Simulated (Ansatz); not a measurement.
One crystal and one scan (frozen-phonon scan) at two levels, PBE (plane waves to 420 eV, PAW, scalar-relativistic; Ansatz, a first-principles code) and r2SCAN (plane waves to 500 eV, PAW, scalar-relativistic; Ansatz), each from its own relaxed cell and on its own mesh. The cell shown is that of PBE.

Starting cell, CdS (zinc blende):

```
CdS
1.0
    0.00000     5.92662     5.92662
    2.96331     0.00000     2.96331
    2.96331     2.96331     0.00000
S Cd
2 2
Direct
  0.37500   0.75000   0.75000
  0.87500   0.75000   0.75000
  0.00000   0.00000   0.00000
  0.50000   0.00000   0.00000
```

A phonon eigenvector at L = (0.5, 0.0, 0.0) is frozen into this cell: atom i moves by Q times the vector below, so Q is the largest atomic displacement, in Å. The cell is held. (q is in reciprocal vectors of the primitive cell; the cell shown is doubled to hold the pattern.)

```json
[
 {"atom": "S1", "x": "0.577", "y": "-0.577", "z": "-0.577"},
 {"atom": "S2", "x": "-0.577", "y": "0.577", "z": "0.577"},
 {"atom": "Cd3", "x": "-0.048", "y": "0.048", "z": "0.048"},
 {"atom": "Cd4", "x": "0.048", "y": "-0.048", "z": "-0.048"}
]
```

CdS was relaxed with its symmetry unable to fall. Percentages come from the unrounded values. Both scans cover Q from -0.100 to 0.100 Å.

```json
[
 {"quantity": "Lattice constant a (Å)", "PBE": "5.927", "r2SCAN": "5.878", "PBE − r2SCAN": "+0.049 (+0.8 %)"},
 {"quantity": "Energy at Q = 0.100 Å (meV/cell)", "PBE": "95.9", "r2SCAN": "107.0", "PBE − r2SCAN": "-11.1 (-10 %)"},
 {"quantity": "Harmonic wavenumber from the curvature (finite differences) (cm⁻¹ (negative: imaginary))", "PBE": "281", "r2SCAN": "296", "PBE − r2SCAN": "-15 (-5 %)"}
]
```

PBE gives the higher value for: lattice constant a. PBE gives the lower value for: energy at Q = 0.100 Å; harmonic wavenumber from the curvature. Both give the same space group of the distorted cell: R3m (No. 160), lowered from F-43m. Neither level is exact: the differences show how much the result hangs on the functional.

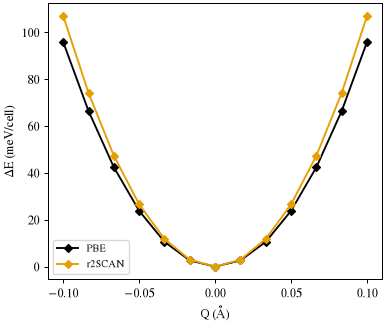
*ΔE, each from the undisplaced structure of its own level.*

(A displaced cell: forces are minus the slopes of the energy, force constants its curvatures, and phonons follow from these.)
